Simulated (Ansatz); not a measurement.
```xyz
14

C    -0.4533   -1.7246   -1.2893
C    -0.9147   -1.7122    0.1701
C     1.8728    0.6152    1.5510
B    -0.0412   -0.8547    1.1539
F    -0.3760   -0.7921    2.4562
O     1.0410   -0.1765    0.7213
H    -0.4397   -0.7075   -1.7117
H     0.5708   -2.1199   -1.3802
H    -1.1090   -2.3426   -1.9235
H    -0.9587   -2.7404    0.5779
H    -1.9569   -1.3478    0.2502
H     2.9067    0.2412    1.4847
H     1.5480    0.5939    2.6026
H     1.8571    1.6559    1.1900
```

Geometry: B3LYP-D3(BJ)/def2-SVP.

Theory: Ansatz, isolated molecule in a Gaussian basis; Kohn-Sham density functional theory, functional PBE0.

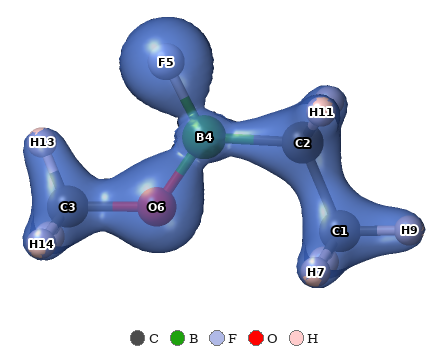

C3H8BFO (SMILES CCB(F)OC). Isosurface of the electron density at 1 e/Å³ (blue), seen across its widest extent.

**Which contacts does the surface bridge?**

At this value the surface is in one piece. It bridges the sampled B–F (1.35 Å), B–O (1.35 Å), C–O (1.42 Å) and C–C (1.53 Å) contacts, where the density stays above the isovalue. On the grid the lowest density along these lines, outside the cores, is 1.4 e/Å³ (B–F, 1.35 Å), 1.6 e/Å³ (B–O, 1.35 Å), 1.6 e/Å³ (C–O, 1.42 Å) and 1.6 e/Å³ (C–C, 1.53 Å).
